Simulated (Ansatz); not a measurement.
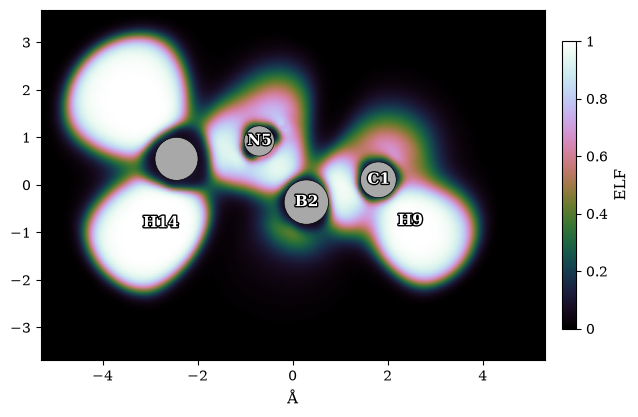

CH8BCl2NSi (SMILES C[B-](Cl)(Cl)[NH2+][SiH3]). ELF on the plane of atoms B2, C1 and H9. Grey discs cover the atomic cores.

Geometry: PBE0-D4/def2-TZVP.

Level of theory: RKS PBE0-D4/def2-TZVPP in Ansatz 0.2.0.

The calculation's input:

```
crystal:
  periodic: [false, false, false]
  atoms:
    - {symbol: C, position_ang: [-1.148480, -1.581348, 0.852177]}
    - {symbol: B, position_ang: [-0.678554, -0.095713, 0.560174]}
    - {symbol: Cl, position_ang: [0.248122, 0.670481, 1.986821]}
    - {symbol: Cl, position_ang: [-2.046503, 1.003645, -0.039567]}
    - {symbol: N, position_ang: [0.405573, -0.070418, -0.649422]}
    - {symbol: Si, position_ang: [1.337415, 1.495685, -0.804946]}
    - {symbol: H, position_ang: [-0.317226, -2.222723, 1.165018]}
    - {symbol: H, position_ang: [-1.626917, -2.038331, -0.020674]}
    - {symbol: H, position_ang: [-1.882130, -1.591223, 1.660759]}
    - {symbol: H, position_ang: [1.056384, -0.838148, -0.489984]}
    - {symbol: H, position_ang: [-0.096567, -0.283432, -1.509338]}
    - {symbol: H, position_ang: [2.588409, 1.324106, -0.042389]}
    - {symbol: H, position_ang: [1.647521, 1.572150, -2.256054]}
    - {symbol: H, position_ang: [0.500252, 2.626066, -0.383875]}
basis:
  gaussian: {orbitals: def2-TZVPP}
hamiltonian: {xc: pbe0, dispersion: d4}
output: {orbitals: {seedname: orbitals}}
```

Launched as:

```sh
ansatz run in.yaml --threads 4 --pin off --events-out ev --progress --plain --max-ram 11315MiB
```

What do the fields say about this system?

- Atoms in the plane: C, B, N and H.
- C–B (1.59 Å): the ELF peaks at about 1 between the atoms: a shared electron pair.
- B–N (1.62 Å): the ELF peaks at about 0.95 between the atoms, as expected for a shared but strongly polarised pair.
- C–H (1.09 Å): the ELF climbs to about 1 towards the hydrogen, as it does in any bond to H: an ordinary covalent bond to hydrogen.
